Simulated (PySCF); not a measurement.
# C2H9FO2Si2 (SMILES OC(F)(C[SiH3])O[SiH3]): what the fields show

Input file:

```
{"job": {"kind": "nmr", "xc": "PBE0", "basis": "pcSseg-1"}, "charge": 0, "multiplicity": 1}
C      0.205997    -0.881568     0.441646
O      0.855075     0.302350     0.733306
Si     2.184729     0.906763    -0.113016
C     -0.858964    -0.731879    -0.620188
Si    -2.105484     0.651843    -0.280427
O     -0.341175    -1.392317     1.573213
F      1.183137    -1.756368    -0.030855
H      3.436453     0.191232     0.259022
H      1.954238     0.802034    -1.583176
H      2.271810     2.332166     0.299410
H     -1.385732    -1.693567    -0.714247
H     -0.367918    -0.536651    -1.586228
H     -3.181760     0.565685    -1.314694
H     -1.448016     1.987682    -0.397359
H     -2.716746     0.514285     1.072292
H      0.302842    -1.272658     2.283534
```

Launched as:

```sh
OMP_NUM_THREADS=1 python cluster_run.py task.json out
```

Geometry: PBE0-D3(BJ)/def2-SVP.

The calculation used PBE0/pcSseg-1, SCF density, gas phase, non-relativistic (PySCF 2.14.0).

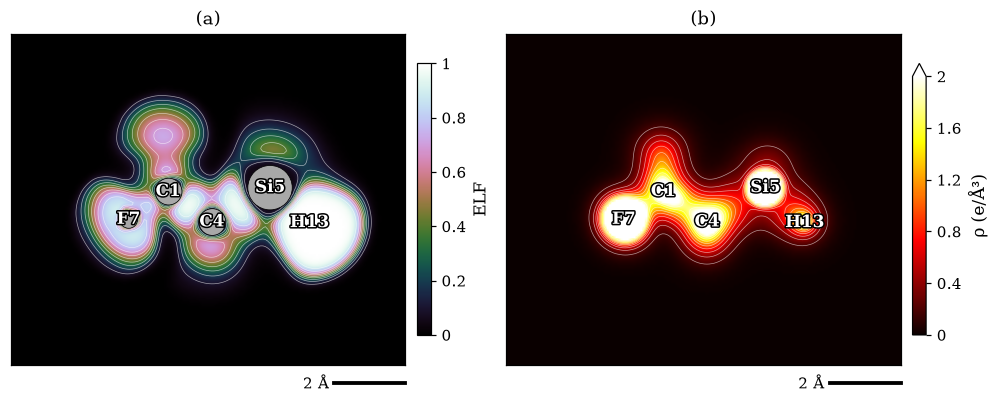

Figure 1. (a) electron localisation function; (b) electron density on the plane of atoms C4, Si5 and H13. Grey discs cover the atomic cores in the ELF map.

> What do the fields say about this system?

The section cuts through C, Si, F and H sites. C–F (1.39 Å): ρ at the midpoint is about 2 e/Å³, with its minimum of 1.7 e/Å³ about 0.5 Å from C; the ELF peaks at about 0.80 between the atoms (a shared but strongly polarised pair). C–C (1.51 Å): ρ is about 1.8 e/Å³ halfway; the ELF peaks at about 0.95 between the atoms: a covalent bond. C–Si (1.89 Å): the density is about 0.92 e/Å³ at the midpoint; the ELF peaks at about 0.95 between the atoms; a shared electron pair. The ELF also peaks beside F7, away from the bonds: lone-pair regions.

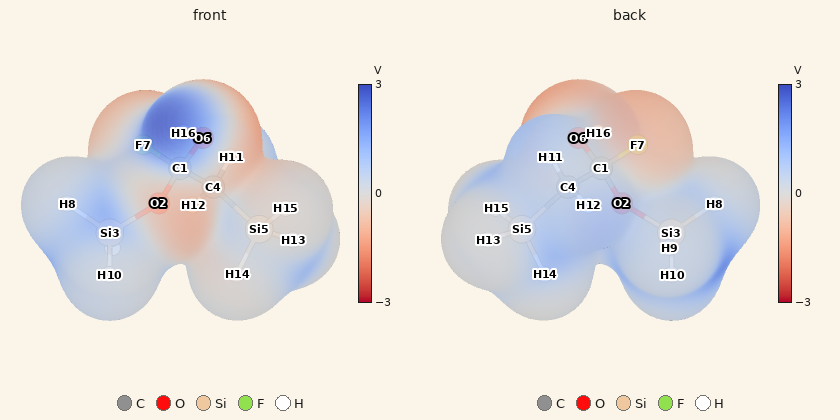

Figure 2. The molecular electrostatic potential painted on the density surface at 0.002 e/bohr³, seen from the front and from behind; the colour scale runs from red (negative) to blue (positive).

> Describe the electrostatic potential map.

The most negative region (about −1.1 V, or −25 kcal/mol for a unit charge) lies over O6, the most positive (about +2.4 V, or +55 kcal/mol for a unit charge) over H16. O6 is the likeliest acceptor of a hydrogen bond.

> What dipole moment does the calculation give?

Its dipole moment is 1.04 D.
